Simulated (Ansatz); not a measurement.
**Run report: CH$_{7}$BFN, geometry relaxation (part 1 of 2)**

The run: geometry relaxation of CH$_{7}$BFN. Method and program: RKS PBE0/6-31G* (Ansatz 0.2.0).

The input holds or restrains some coordinates. It belongs to a series of runs on one base structure; here: pulled along the bonds that form and break, towards end B.

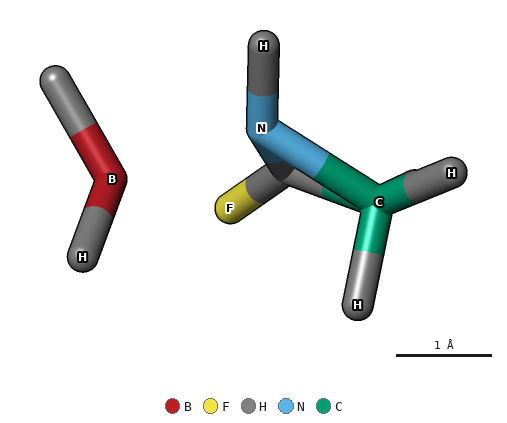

Figure 1. The structure as given in the input (stick view, seen at a tilt). Bond lengths as drawn: B–H 1.19 Å, C–H 1.11 to 1.33 Å, C–N 1.47 Å, F–H 1.08 Å and H–N 1.06 to 1.17 Å.

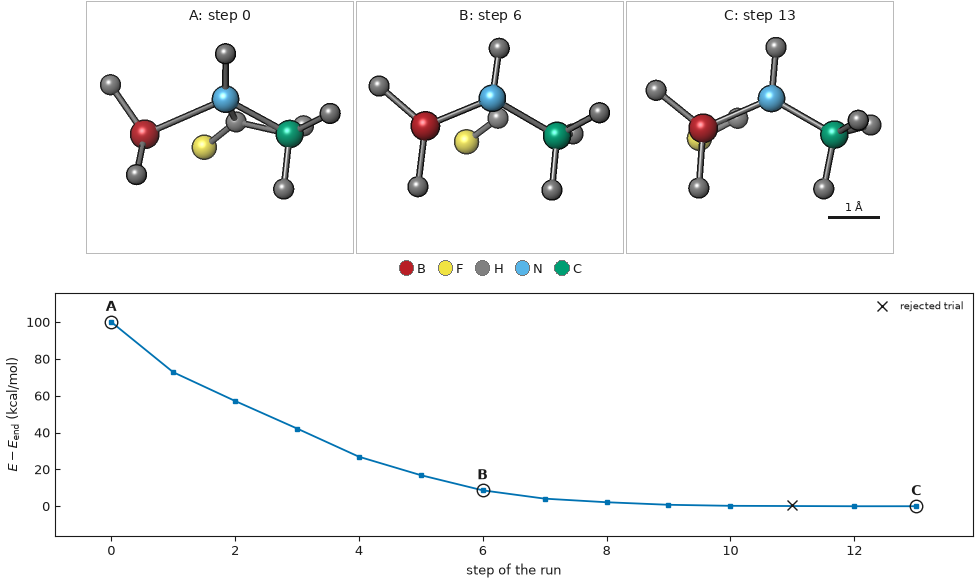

Figure 2. Frames of the restrained relaxation (ball-and-stick view, seen at a tilt) above the curves, on which the letters mark them (the first geometry is step 0 here and step 1 in the log).

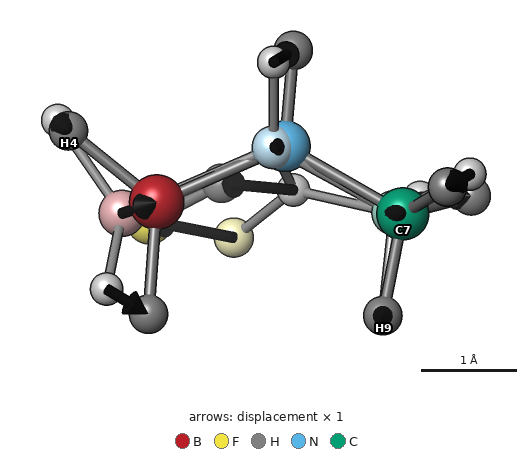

Figure 3. Start (faint) and end (solid) with the displacements as black arrows, at true length (ball-and-stick view, seen at a tilt). The two geometries are laid on each other by the best rigid fit. The largest move after the best rigid fit is that of H11, 1.40 Å. Largest moves by element: H 1.40 Å, F 1.22 Å, B 0.66 Å, C 0.39 Å, N 0.17 Å. Among the contacts that change: C7–H11 1.329 → 3.030 Å, N5–H11 1.170 → 2.253 Å, B1–N5 1.850 → 1.473 Å, F2–H11 1.082 → 0.931 Å. Bonds break: N5–H11 (1.17 → 2.25 Å). Among the angles that change: H3–B1–N5 97.0° → 117.6°, H4–B1–N5 101.2° → 117.5°, B1–N5–C7 120.0° → 125.9°. The energy falls by 100.1 kcal/mol in 13 geometry steps. Largest force component: 6.2 eV/Å at the start, 2 eV/Å at the end. The line search rejected the trial step at point 11 (counted from 0) and went back. (Atoms are counted from 1 in the order of the input.)

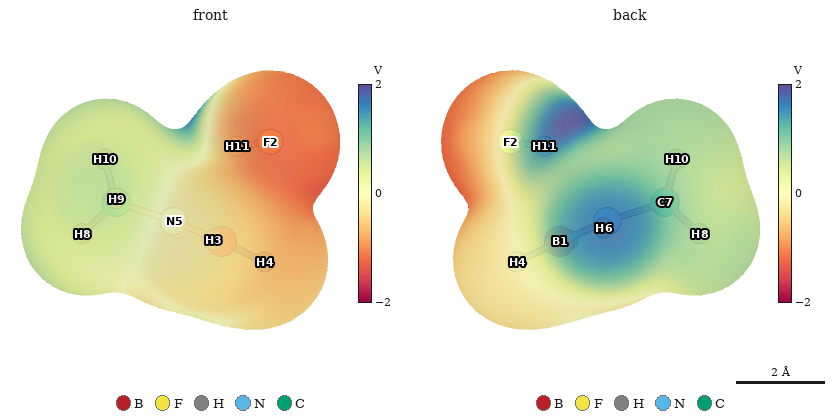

Figure 4. The molecular electrostatic potential painted on the density surface at 0.001 e/bohr³, seen at a tilt and from behind; the colour scale runs from red (negative) to blue (positive). A positive charge is drawn to the negative regions and a negative charge to the positive ones.

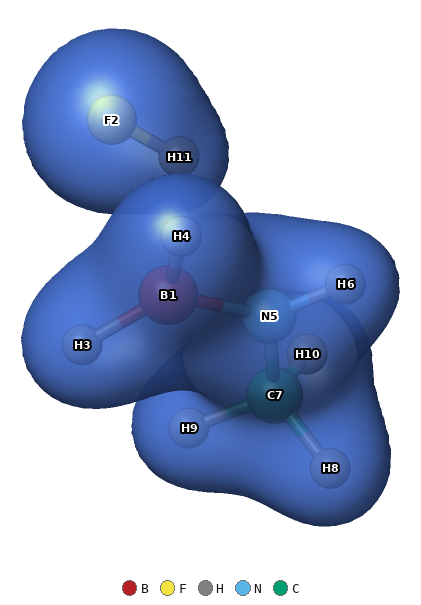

Figure 5. Isosurface of the total electron density at 0.15 e/Å³ (blue), seen at an oblique angle. At this value the surface falls into two separate pieces. It is pinched off along the B···H (2.26 Å) contacts. On the grid the lowest density along these lines, outside the cores, is 0.12 e/Å³ (B···H, 2.26 Å), 1.8 e/Å³ (C–N, 1.45 Å), 1.2 e/Å³ (B–N, 1.47 Å) and 2.3 e/Å³ (F–H, 0.93 Å).

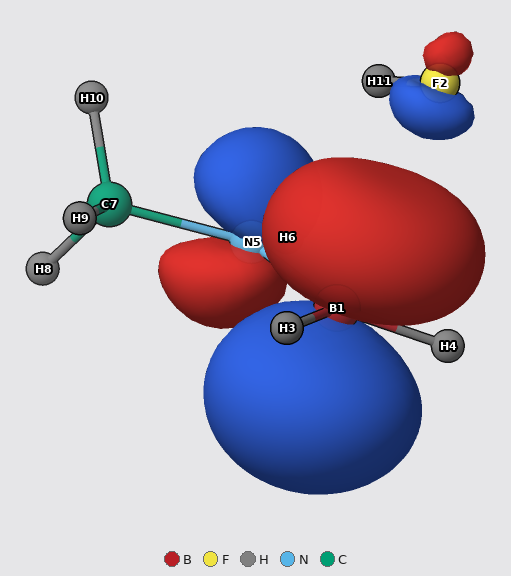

Figure 6. The LUMO at ±0.15 Å⁻³ᐟ² (red and blue are the two phases), seen at a tilt. It lies mainly on B1 (60 %) and N5 (15 %). Its energy is 0.63 eV.

The input that produced these results follows, with the program's output.

**Input file**
```yaml
crystal:
  periodic: [false, false, false]
  atoms:
    - { symbol: B, position_ang: [0.0, 0.0, 0.0] }
    - { symbol: F, position_ang: [0.0, 0.0, 1.67] }
    - { symbol: H, position_ang: [1.0305, 0.0, -0.595] }
    - { symbol: H, position_ang: [-1.0305, 0.0, -0.595] }
    - { symbol: "N", position_ang: [0.0773, -1.7539, 0.5833] }
    - { symbol: H, position_ang: [-0.441, -2.5119, 0.0539] }
    - { symbol: C, position_ang: [0.8576, -2.0964, 1.7812] }
    - { symbol: H, position_ang: [0.9977, -3.1964, 1.8301] }
    - { symbol: H, position_ang: [1.849, -1.5995, 1.7321] }
    - { symbol: H, position_ang: [0.3162, -1.7522, 2.687] }
    - { symbol: H, position_ang: [0.0473, -1.0728, 1.5337] }
basis:
  gaussian: { orbitals: "6-31G*" }
hamiltonian:
  xc: pbe0
relax:
  f_tol: 0.15
  max_steps: 25
  restrain:
    - { distance: [0, 4], at: 1.55, k: 30.0 }
    - { distance: [10, 1], at: 0.92, k: 30.0 }
    - { distance: [0, 1], at: 2.52, k: 30.0 }
    - { distance: [10, 4], at: 2.26, k: 30.0 }
output:
  orbitals: {}
```

Run as:
```bash
ansatz run input.yaml --threads 1 --pin off --max-ram 2048MiB --backend cpu --events-out ev --progress --plain --runs-dir out
```

**What the program printed**
```
The last accepted step is kept in [file] (removed where the run ends without a failure and the disk answers)
Engine: ansatz 0.2.0, aarch64-unknown-linux-gnu
Functional definition: PBE0
  parameter a = 0.25
  parameter kappa = 0.804
  parameter beta = 0.06672455060314922
  exchange = (1 - a)*pbe_x(kappa = kappa, mu = beta*pi^2/3) + a*exact_x
  correlation = pbe_c(beta = beta)
866 factors; integrals over basis functions are off by at most 4.0e-4 eV
mean field evaluation 1: about -6018.7871 eV, gradient 4.7e1 eV
mean field evaluation 2: about -6014.2409 eV, gradient 6.5e1 eV
mean field evaluation 4: about -6023.2869 eV, gradient 2.5e0 eV
mean field evaluation 8: about -6023.3176 eV, gradient 4.6e-2 eV
mean field -6023.31762658 eV, -221.3528400253 hartree, gradient 1.3e-5 eV, S^2 0.000000; 0 other end points of the search recorded, 0 dependent functions left out
the calculation of the forces begins
reference -6023.31764396 eV, -221.3528406642 hartree; 17, 17 occupied and 57, 57 virtual orbitals, 866 factors
relax step   1: F+E_penalty+E_count = -6023.31762658 eV  Δ(F+E_penalty+E_count) = +0.000e0 eV  max|allowed force component| = 6.187e0 eV/Å  E_restraint = 30.41637351 eV  max|allowed force component, restraints' pulls added| = 3.338e1 eV/Å  Δτ_max = 0.0000 Å  (24 SCF iters, accepted)
  distance B 0 - N 4 = 1.8500 Å
  distance H 10 - F 1 = 1.0825 Å
  distance B 0 - F 1 = 1.6700 Å
  distance H 10 - N 4 = 1.1696 Å
these checks for a lower state are left out or cut short: starts, cluster_reference, orbital_swaps, neighbouring_geometries, increment
866 factors; integrals over basis functions are off by at most 3.9e-4 eV
mean field evaluation 16: about -6023.2873 eV, gradient 1.7e1 eV
mean field -6024.50012364 eV, -221.3962959910 hartree, gradient 8.3e-5 eV, S^2 0.000000; 0 other end points of the search recorded, 0 dependent functions left out
[... from here on the field's lines of each further geometry are left out, up to the last ...]
relax step   2: F+E_penalty+E_count = -6024.50012364 eV  Δ(F+E_penalty+E_count) = -1.182e0 eV  max|allowed force component| = 5.120e0 eV/Å  E_restraint = 14.31407342 eV  max|allowed force component, restraints' pulls added| = 1.995e1 eV/Å  Δτ_max = 0.1947 Å  (28 SCF iters, accepted)
relax step   3: F+E_penalty+E_count = -6025.17771732 eV  Δ(F+E_penalty+E_count) = -6.776e-1 eV  max|allowed force component| = 4.601e0 eV/Å  E_restraint = 4.77926071 eV  max|allowed force component, restraints' pulls added| = 1.149e1 eV/Å  Δτ_max = 0.1948 Å  (30 SCF iters, accepted)
relax step   4: F+E_penalty+E_count = -6025.82632680 eV  Δ(F+E_penalty+E_count) = -6.486e-1 eV  max|allowed force component| = 2.462e0 eV/Å  E_restraint = 0.53500396 eV  max|allowed force component, restraints' pulls added| = 4.064e0 eV/Å  Δτ_max = 0.1949 Å  (28 SCF iters, accepted)
relax step   5: F+E_penalty+E_count = -6026.49094276 eV  Δ(F+E_penalty+E_count) = -6.646e-1 eV  max|allowed force component| = 5.234e0 eV/Å  E_restraint = 0.05519669 eV  max|allowed force component, restraints' pulls added| = 4.851e0 eV/Å  Δτ_max = 0.1945 Å  (27 SCF iters, accepted)
relax step   6: F+E_penalty+E_count = -6026.92545653 eV  Δ(F+E_penalty+E_count) = -4.345e-1 eV  max|allowed force component| = 3.957e0 eV/Å  E_restraint = 0.06675864 eV  max|allowed force component, restraints' pulls added| = 3.400e0 eV/Å  Δτ_max = 0.2000 Å  (26 SCF iters, accepted)
relax step   7: F+E_penalty+E_count = -6027.28244289 eV  Δ(F+E_penalty+E_count) = -3.570e-1 eV  max|allowed force component| = 2.256e0 eV/Å  E_restraint = 0.09191078 eV  max|allowed force component, restraints' pulls added| = 2.153e0 eV/Å  Δτ_max = 0.1947 Å  (27 SCF iters, accepted)
relax step   8: F+E_penalty+E_count = -6027.47829502 eV  Δ(F+E_penalty+E_count) = -1.959e-1 eV  max|allowed force component| = 2.076e0 eV/Å  E_restraint = 0.08908702 eV  max|allowed force component, restraints' pulls added| = 6.906e-1 eV/Å  Δτ_max = 0.1988 Å  (27 SCF iters, accepted)
relax step   9: F+E_penalty+E_count = -6027.56287250 eV  Δ(F+E_penalty+E_count) = -8.458e-2 eV  max|allowed force component| = 2.085e0 eV/Å  E_restraint = 0.12550788 eV  max|allowed force component, restraints' pulls added| = 1.658e0 eV/Å  Δτ_max = 0.1947 Å  (26 SCF iters, accepted)
relax step  10: F+E_penalty+E_count = -6027.62280912 eV  Δ(F+E_penalty+E_count) = -5.994e-2 eV  max|allowed force component| = 2.277e0 eV/Å  E_restraint = 0.09306279 eV  max|allowed force component, restraints' pulls added| = 3.099e-1 eV/Å  Δτ_max = 0.2000 Å  (26 SCF iters, accepted)
relax step  11: F+E_penalty+E_count = -6027.64720053 eV  Δ(F+E_penalty+E_count) = -2.439e-2 eV  max|allowed force component| = 2.059e0 eV/Å  E_restraint = 0.09275624 eV  max|allowed force component, restraints' pulls added| = 1.392e-1 eV/Å  Δτ_max = 0.1639 Å  (25 SCF iters, accepted)
relax step  12: F+E_penalty+E_count = -6027.63467535 eV  Δ(F+E_penalty+E_count) = +1.253e-2 eV  max|allowed force component| = 2.040e0 eV/Å  E_restraint = 0.10264536 eV  max|allowed force component, restraints' pulls added| = 1.613e0 eV/Å  Δτ_max = 0.1967 Å  (26 SCF iters, rejected (line search))
relax step  13: F+E_penalty+E_count = -6027.65700488 eV  Δ(F+E_penalty+E_count) = -9.804e-3 eV  max|allowed force component| = 2.076e0 eV/Å  E_restraint = 0.09568696 eV  max|allowed force component, restraints' pulls added| = 2.954e-1 eV/Å  Δτ_max = 0.0952 Å  (24 SCF iters, accepted)
the calculation of the forces begins
reference -6027.65679463 eV, -221.5123015103 hartree; 17, 17 occupied and 57, 57 virtual orbitals, 866 factors
relax step  14: F+E_penalty+E_count = -6027.65677744 eV  Δ(F+E_penalty+E_count) = +2.274e-4 eV  max|allowed force component| = 2.046e0 eV/Å  E_restraint = 0.09297135 eV  max|allowed force component, restraints' pulls added| = 5.180e-2 eV/Å  Δτ_max = 0.0678 Å  (24 SCF iters, accepted)
  distance B 0 - N 4 = 1.4725 Å
  distance H 10 - F 1 = 0.9306 Å
  distance B 0 - F 1 = 2.5261 Å
  distance H 10 - N 4 = 2.2531 Å
866 factors; integrals over basis functions are off by at most 7.6e-4 eV
mean field -6027.65677744 eV, -221.5123008783 hartree, gradient 5.9e-5 eV, S^2 0.000000; 1 other end points of the search recorded, 0 dependent functions left out
the calculation of the forces begins
reference -6027.65679463 eV, -221.5123015103 hartree; 17, 17 occupied and 57, 57 virtual orbitals, 866 factors
Total energy: -6027.65679463 eV, -221.5123015103 hartree
Atom 0 at     0.174891    -0.564902    -0.100245 Å, force    -0.208079    -1.990429     1.190738 eV/Å
Atom 1 at    -0.694644     0.952994     1.722151 Å, force    -0.052109     0.436016     0.059135 eV/Å
Atom 2 at     1.243818    -0.032109    -0.127201 Å, force     0.002631     0.023501     0.021738 eV/Å
Atom 3 at    -0.756994    -0.255521    -0.780182 Å, force     0.010740    -0.012172    -0.012860 eV/Å
Atom 4 at     0.029486    -1.759799     0.747959 Å, force     0.131923     2.045703    -1.284241 eV/Å
Atom 5 at    -0.820844    -2.303709     0.675051 Å, force     0.006275     0.025019     0.011115 eV/Å
Atom 6 at     1.083864    -2.393140     1.509253 Å, force     0.005969    -0.013110     0.020507 eV/Å
Atom 7 at     1.356391    -3.370631     1.090994 Å, force    -0.004403    -0.007945     0.005833 eV/Å
Atom 8 at     1.970576    -1.755542     1.481758 Å, force    -0.004176     0.004872     0.020977 eV/Å
Atom 9 at     0.794476    -2.541219     2.557741 Å, force     0.041227    -0.022884     0.007709 eV/Å
Atom 10 at    -0.676919     0.040479     1.904020 Å, force     0.070003    -0.488571    -0.040650 eV/Å
Dipole moment:    -0.000670    -0.665082     0.216686 e Å
```
